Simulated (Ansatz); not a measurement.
CHClSi

```yaml
atoms:
  - { symbol: C, position_ang: [-0.7815, 0.2071, -0.4875] }
  - { symbol: Cl, position_ang: [-0.0305, -1.3366, -1.0795] }
  - { symbol: Si, position_ang: [-0.4154, 0.2674, 1.2229] }
  - { symbol: H, position_ang: [-1.2921, 0.7696, -1.2831] }
```

Geometry: BLYP-D3(BJ)/def2-SVP.

These are results of isolated molecule in a Gaussian basis; Kohn-Sham density functional theory, functional PBE0 (Ansatz), not measurements.

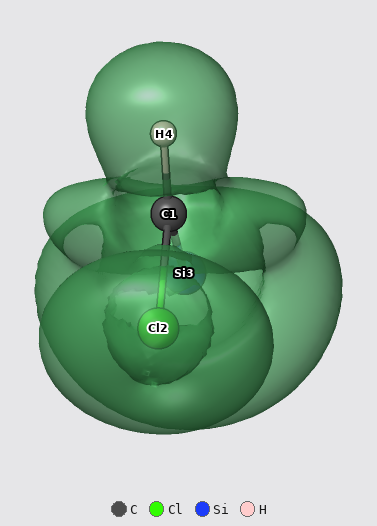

Figure 1. Isosurface of the electron localisation function at 0.75 (green), seen at an oblique angle. Core shells and regions of very low density are left out.

Identify the bonds, lone pairs and shells in this picture.

At this value the surface marks out one region on Cl in which the atom's valence shell and bonds are merged and one joined region spread over several atoms (C, H, Si), in which their bonds and any lone pairs are merged. Profiles from the grid: C–Si (1.75 Å): the ELF peaks at about 0.95 between the atoms: a covalent bond. C–Cl (1.82 Å): the ELF peaks at about 0.85 between the atoms: a shared electron pair.

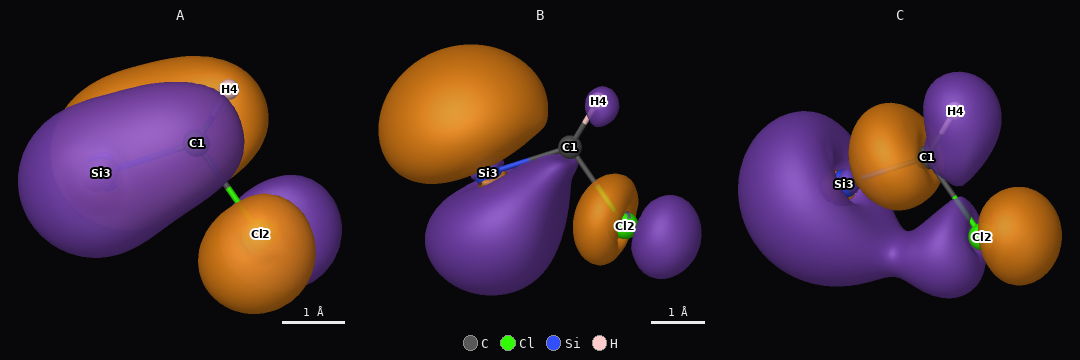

Figure 2. Three frontier orbitals at ±0.08 Å⁻³ᐟ² (orange and purple are the two phases), in no order.

Order the three orbitals by energy and name them.

C is the HOMO−1 (−8.15 eV). It lies mainly on Si3 (about 55 %), C1 (about 20 %) and Cl2 (about 15 %); it is symmetric in the molecular plane (an in-plane orbital: σ, lone-pair or in-plane π type). A is the HOMO (−6.37 eV). It lies mainly on Si3 (about 40 %), C1 (about 35 %) and Cl2 (about 25 %); it changes sign across the molecular plane (π type); π-bonding across C1–Si3; π-antibonding (a node) across C1–Cl2. B is the LUMO (−2.97 eV). Its weight (Hirshfeld) is mainly on Si3 (about 80 %), Cl2 (about 10 %) and C1 (about 5 %); it is symmetric in the molecular plane (an in-plane orbital: σ, lone-pair or in-plane π type).

What is the HOMO–LUMO gap?

3.40 eV between the orbital energies.

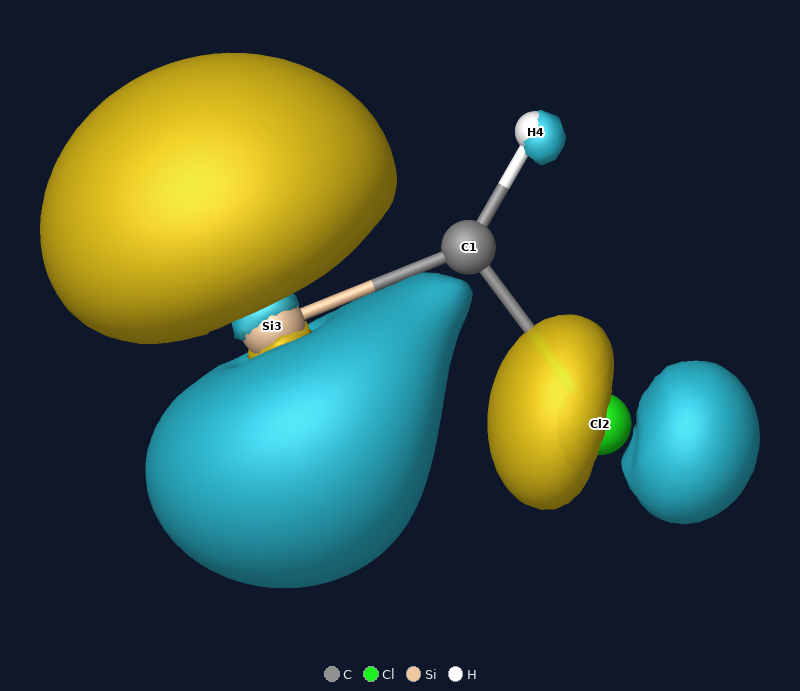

Figure 3. The LUMO at ±0.1 Å⁻³ᐟ² (yellow and cyan are the two phases), seen across its widest extent.

Where does this orbital lie, and at what energy?

It lies mainly on Si3 (about 80 %), Cl2 (about 10 %) and C1 (about 5 %); it is symmetric in the molecular plane (an in-plane orbital: σ, lone-pair or in-plane π type). Its energy is −2.97 eV.
